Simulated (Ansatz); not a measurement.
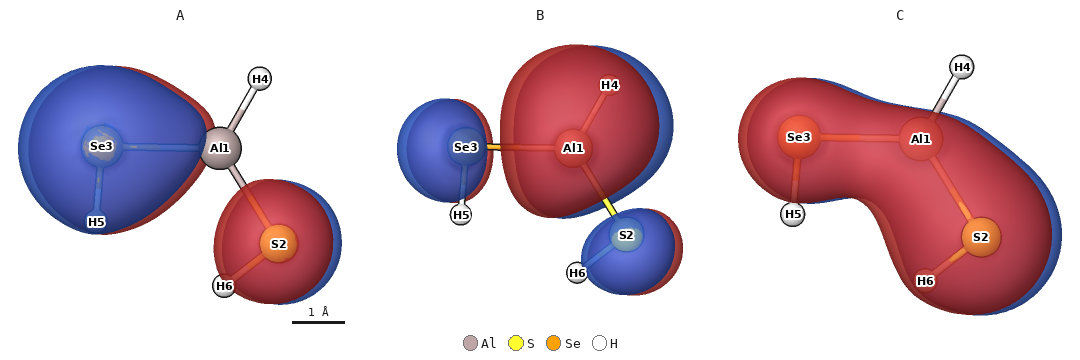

AlH₃SSe (SMILES [SH][AlH][SeH]). Three frontier orbitals at ±0.06 Å⁻³ᐟ² (red and blue are the two phases), in no order.

Geometry: B3LYP-D3(BJ)/def2-SVP.

Computed with Ansatz, isolated molecule in a Gaussian basis; Kohn-Sham density functional theory, functional PBE0.

```json
{"atom": "Al", "x (Å)": "0.2721", "y (Å)": "0.0803", "z (Å)": "-0.7239"}
{"atom": "S", "x (Å)": "-0.8519", "y (Å)": "-1.7839", "z (Å)": "-0.4619"}
{"atom": "Se", "x (Å)": "-0.7586", "y (Å)": "2.1294", "z (Å)": "-1.1048"}
{"atom": "H", "x (Å)": "1.8425", "y (Å)": "0.0251", "z (Å)": "-0.6505"}
{"atom": "H", "x (Å)": "-2.1211", "y (Å)": "1.5620", "z (Å)": "-1.0680"}
{"atom": "H", "x (Å)": "-2.0765", "y (Å)": "-1.2250", "z (Å)": "-0.6039"}
```

Order the three orbitals by energy and name them.

C is the HOMO−1 (−8.11 eV). By Hirshfeld shares it lies mainly on S2 (about 65 %), Al1 (about 15 %) and Se3 (about 15 %); it changes sign across the molecular plane (π type); π-bonding across Al1–Se3. A is the HOMO (−7.43 eV). Its weight (Hirshfeld) is mainly on Se3 (about 70 %) and S2 (about 15 %); it changes sign across the molecular plane (π type); π-antibonding (a node) across Al1–S2. B is the LUMO (−1.21 eV). It lies mainly on Al1 (about 65 %), Se3 (about 15 %), S2 (about 10 %) and H4 (about 5 %); it changes sign across the molecular plane (π type).

What is the HOMO–LUMO gap?

6.22 eV between the orbital energies.
